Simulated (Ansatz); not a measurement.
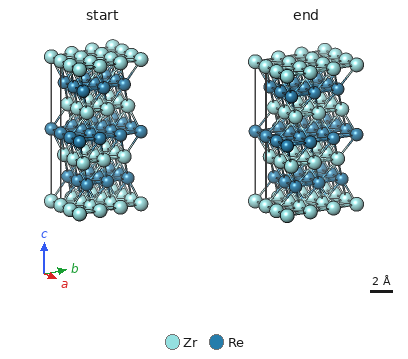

The structure of crystalline ZrRe (built on the CuPt (L1_1)_166 type) (coarse preliminary run) before (left) and after (right) a relaxation, at one scale.

Style: ball-and-stick. Shown: the conventional cell (3 times the calculation's cell), repeated 3 × 3 × 1 with one cell outlined, slightly off an axis. Lengths and directions refer to the drawn axes.

Case: CuPt (L1_1) type (R-3m, No. 166).

Theory: Ansatz 0.2.0, DFT PBE, scalar-relativistic, plane waves, PAW.

The input:
```yaml
crystal:
  lattice:
    - [1.3907930168, 0.8029747227, 4.4299333129]
    - [-1.3907930168, 0.8029747227, 4.4299333129]
    - [0.0, -1.6059494453, 4.4299333129]
  atoms:
    - { symbol: Zr, position: [0.0, 0.0, 0.0] }
    - { symbol: Re, position: [0.5, 0.5, 0.5] }
basis:
  ecutwfc: 420
kpoints:
  mp_grid: { grid: [6, 6, 6] }
hamiltonian:
  xc: pbe
scf:
  occupations: { method: gaussian, width: 0.1 }
  lower_state_search: "off"
output:
  forces: true
  stress: true
  eigenvalues: true
relax:
  adjacent_minimum: "off"
  f_tol: 0.04
  max_steps: 70
  cell: { stress_tol: 0.4 }
```

Run as
```bash
ansatz run input.yaml --threads 1 --pin off --max-ram 2560MiB --backend cpu --events-out ev --progress --plain --runs-dir out
```

### Describe what moved and what it gained.

The energy falls by 1.188 eV per cell of the calculation in 7 accepted moves (9 points after the start). All forces vanish by symmetry, so only the cell relaxes. Pressure: 54.74 GPa at the start and 0.07 GPa at the end. The SCF was repeated twice at an unchanged geometry on a basis and grid sized afresh for the cell, which shifted the energy by 11.6 meV per cell of the calculation at most. No atom moves by more than 0.005 Å relative to the cell. The drawn cell changes as follows: a = b 2.782 → 3.145 Å (+13.1 %), c 13.290 → 12.831 Å (−3.4 %); the volume changes by +23.4 %. Near-neighbour distances that change, for instance: Re2–Re2 2.782 → 3.145 Å, Zr1–Zr1 2.782 → 3.145 Å, Zr1–Re2 2.736 → 2.805 Å. The space group stays R-3m (No. 166).
